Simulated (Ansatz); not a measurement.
# GaH2OF (SMILES [OH][GaH][F]) at HSE06/cc-pVDZ

What is the vertical ionisation energy of GaH2OF at HSE06/cc-pVDZ? 

The calculation is run with Ansatz 0.2.0.

61 further runs of the same task are left out: 61 set aside as unsound or not needed.

## 1. The structure to begin with

GaH2OF has 5 atoms, charge 0, and is taken as a singlet. As SMILES, `[OH][GaH][F]`. The coordinates come from a PBE0-D4/def2-TZVP relaxation. This is one conformer, not always the lowest.

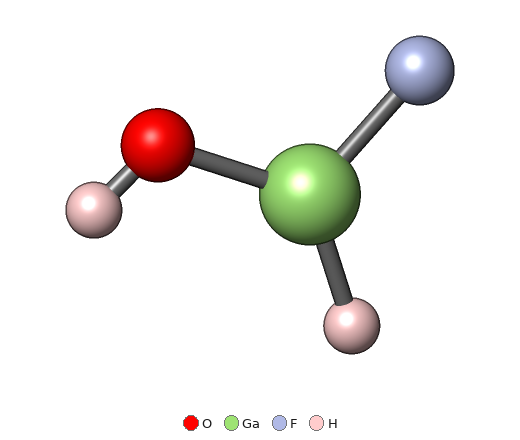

The structure, seen from a chosen angle (oxygen red, gallium green, fluorine light blue, hydrogen pink).

## 2. The energy at HSE06/cc-pVDZ

run.yaml reads:

```yaml
crystal:
  periodic: [false, false, false]
  atoms:
    - {symbol: O, position_ang: [-1.130400, -0.588700, -0.283800]}
    - {symbol: Ga, position_ang: [0.383700, 0.280500, 0.015600]}
    - {symbol: F, position_ang: [0.438300, 1.777800, -0.881200]}
    - {symbol: H, position_ang: [-1.210600, -1.420700, 0.187200]}
    - {symbol: H, position_ang: [1.569000, -0.122600, 0.920900]}
basis:
  gaussian:
    orbitals: cc-pVDZ
hamiltonian:
  xc: hse06
accuracy: high
output: {orbitals: {seedname: orbitals}}
```

On the command line:

```
$ ansatz run run.yaml --threads 1 --pin off --max-ram 3480MiB --events-out events.jsonl --progress --plain --runs-dir runs
```

The log of the run:

```text
Warning: RAYON_NUM_THREADS=1 ignored (pool sized by the plan → 1); use --threads N
Functional definition: HSE06
  name "HSE06"
  parameter a = 0.25
  parameter omega = 0.11/bohr
  exchange = pbe_x - a*pbe_x_sr(omega) + a*exact_x_sr(omega)
  correlation = pbe_c
1380 factors; integrals over basis functions are off by at most 4.4e-9 eV
82 factors; integrals over basis functions are off by at most 9.8e-10 eV
mean field evaluation 1: about -57157.1544 eV, gradient 6.0e1 eV
mean field evaluation 2: about -57127.0885 eV, gradient 1.3e2 eV
mean field evaluation 4: about -57163.1743 eV, gradient 1.1e1 eV
mean field evaluation 8: about -57163.4501 eV, gradient 2.5e-1 eV
mean field evaluation 16: about -57163.4502 eV, gradient 5.4e-6 eV
mean field -57163.45018978 eV, -2100.7180476961 hartree, gradient 6.9e-8 eV, S^2 0.000000; 0 other end points of the search recorded, 0 dependent functions left out
reference -57163.45019353 eV, -2100.7180478340 hartree; 25, 25 occupied and 40, 40 virtual orbitals, 1380 factors
Total energy: -57163.45019353 eV, -2100.7180478340 hartree
```

Run time: 2.7 s. Hardware: 1 thread of Intel Xeon 6975P-C (Granite Rapids), shared host; peak memory 0.21 GiB.

## 3. The doublet cation, same level

in.yaml reads:

```yaml
crystal:
  periodic: [false, false, false]
  atoms:
    - {symbol: O, position_ang: [-1.130400, -0.588700, -0.283800]}
    - {symbol: Ga, position_ang: [0.383700, 0.280500, 0.015600]}
    - {symbol: F, position_ang: [0.438300, 1.777800, -0.881200]}
    - {symbol: H, position_ang: [-1.210600, -1.420700, 0.187200]}
    - {symbol: H, position_ang: [1.569000, -0.122600, 0.920900]}
basis:
  gaussian:
    orbitals: cc-pVDZ
total_charge: 1
magnetization:
  spin_polarized: true
  initial_magnetization: 1
hamiltonian:
  xc: {name: HSE06}
accuracy: high
output: {orbitals: {seedname: orbitals}}
```

On the command line:

```
$ ansatz run in.yaml --threads 1 --pin off --max-ram 3480MiB --events-out events.jsonl --progress --plain --runs-dir runs
```

The log of the run:

```text
Warning: RAYON_NUM_THREADS=1 ignored (pool sized by the plan → 1); use --threads N
Functional definition: HSE06
  name "HSE06"
  parameter a = 0.25
  parameter omega = 0.11/bohr
  exchange = pbe_x - a*pbe_x_sr(omega) + a*exact_x_sr(omega)
  correlation = pbe_c
1378 factors; integrals over basis functions are off by at most 4.4e-9 eV
82 factors; integrals over basis functions are off by at most 9.8e-10 eV
mean field evaluation 1: about -57128.8792 eV, gradient 7.6e1 eV
mean field evaluation 2: about -56942.3971 eV, gradient 2.0e2 eV
mean field evaluation 4: about -57150.2767 eV, gradient 1.6e1 eV
mean field evaluation 8: about -57151.6885 eV, gradient 5.8e-1 eV
mean field evaluation 16: about -57151.7551 eV, gradient 2.1e-3 eV
mean field evaluation 32: about -57151.7609 eV, gradient 1.9e-3 eV
mean field -57151.76089953 eV, -2100.2884742027 hartree, gradient 2.3e-8 eV, S^2 0.767427; 4 other end points of the search recorded, 0 dependent functions left out
reference -57151.76090339 eV, -2100.2884743448 hartree; 25, 24 occupied and 40, 41 virtual orbitals, 1378 factors
Total energy: -57151.76090339 eV, -2100.2884743448 hartree
```

Wall time 13 s (1 thread of Intel Xeon 6975P-C (Granite Rapids), shared host); peak memory 0.3 GiB.

## 4. Summary of results

Level: HSE06/cc-pVDZ.

| quantity | value |
| --- | --- |
| singlet GaH2OF: total energy | -2100.71805 Eh |
| singlet GaH2OF: HOMO energy | -8.69 eV |
| singlet GaH2OF: LUMO energy | -1.15 eV |
| singlet GaH2OF: HOMO–LUMO gap | 7.55 eV |
| doublet cation: total energy | -2100.28847 Eh |
| doublet cation: HOMO energy (highest over α and β) | -16.23 eV |
| doublet cation: LUMO energy (lowest over α and β) | -14.62 eV |
| doublet cation: ⟨S²⟩ | 0.767 |
| vertical ionisation energy (to the doublet cation) | 11.689 eV |

What this shows: Removing an electron at fixed nuclei costs 11.69 eV (1128 kJ/mol). The negative HOMO energy of the first species, 8.69 eV, lies 3.00 eV below that difference.
